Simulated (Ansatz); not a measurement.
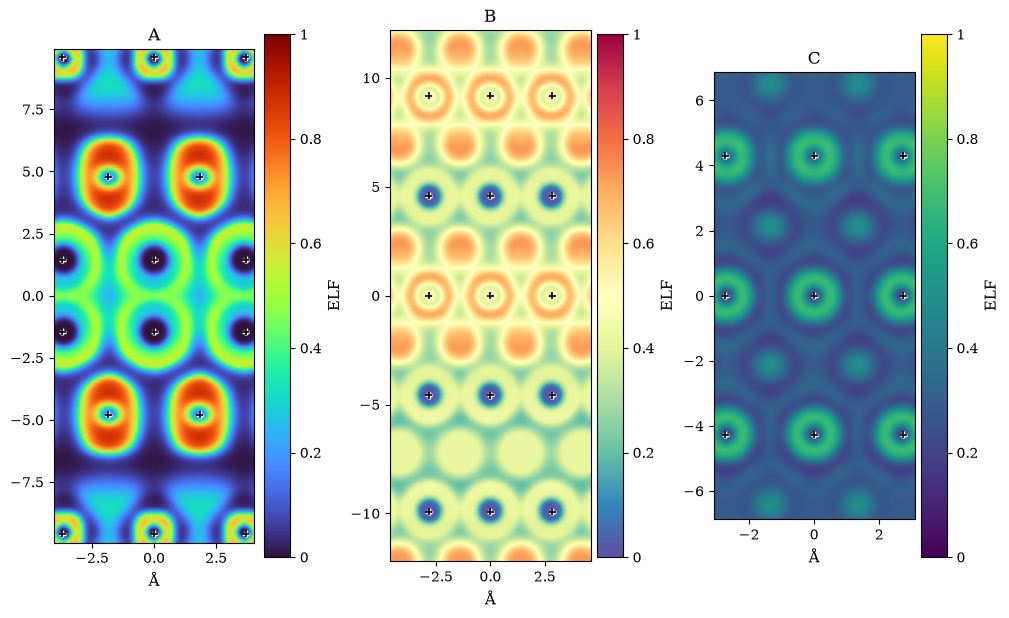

The electron localisation function of 3 systems, each on a plane through atoms (crosses mark nuclei in the plane).

Level of theory: Ansatz 0.2.0, DFT PBE, scalar-relativistic, plane waves, PAW.

System 1: IrRu2, the (100) plane of the conventional cell. Space group P-3m1; a structure generated by program, which may or may not match a known phase; computed without spin polarisation.

```yaml
crystal:
  lattice:
    - [2.73289, 0.00000, 0.00000]
    - [-1.36645, 2.36675, 0.00000]
    - [0.00000, 0.00000, 13.02888]
  atoms:
    - { symbol: Ru, position: [0.33333, 0.66667, 0.91749] }
    - { symbol: Ru, position: [0.33333, 0.66667, 0.24570] }
    - { symbol: Ru, position: [0.66667, 0.33333, 0.08251] }
    - { symbol: Ru, position: [0.66667, 0.33333, 0.75430] }
    - { symbol: Ir, position: [0.33333, 0.66667, 0.58719] }
    - { symbol: Ir, position: [0.66667, 0.33333, 0.41281] }
```

System 2: TiSb2Se2, the (010) plane of the conventional cell. Space group I4/mmm; a structure generated by program, which may or may not match a known phase; computed without spin polarisation.

```
Ti Sb Se
1.0
     3.68924    0.00000    0.00000
     0.00000    3.68924    0.00000
     0.00000    0.00000   19.17640
Ti Sb Se
2 4 4
Direct
  0.00000 0.00000 0.00000
  0.50000 0.50000 0.50000
  0.00000 0.00000 0.42429
  0.50000 0.50000 0.92429
  0.50000 0.50000 0.07571
  0.00000 0.00000 0.57571
  0.00000 0.50000 0.25000
  0.50000 0.00000 0.75000
  0.50000 0.00000 0.25000
  0.00000 0.50000 0.75000
```

System 3: Si3Ge2, the (100) plane of the conventional cell. Space group P-6m2; a structure generated by program, which may or may not match a known phase.

```xyz
10
Lattice="2.8394 0.0000 0.0000 -1.4197 2.4590 0.0000 0.0000 0.0000 23.6874" Properties=species:S:1:pos:R:3 pbc="T T T"
Si    1.4197    0.8197   19.1001
Si    1.4197    0.8197    4.5873
Si    0.0000    1.6393   16.9720
Si    0.0000    1.6393   21.2305
Si    0.0000    1.6393    2.4569
Si    0.0000    1.6393    6.7154
Ge    1.4197    0.8197    0.0000
Ge    1.4197    0.8197    9.1682
Ge    1.4197    0.8197   14.5192
Ge    0.0000    1.6393   11.8437
```

> Which map belongs to which system?

Panel A is system 2, TiSb2Se2: the plane holds Ti, Sb and Se. Sb–Sb (2.90 Å): the ELF is about 0.45 at the midpoint. Panel B is system 3, Si3Ge2: the plane holds Si and Ge. Ge–Ge (2.84 Å): the ELF is about 0.40 at the midpoint. Panel C is system 1, IrRu2: the plane holds Ru and Ir. Ir–Ir (2.73 Å): the ELF is about 0.35 at the midpoint.
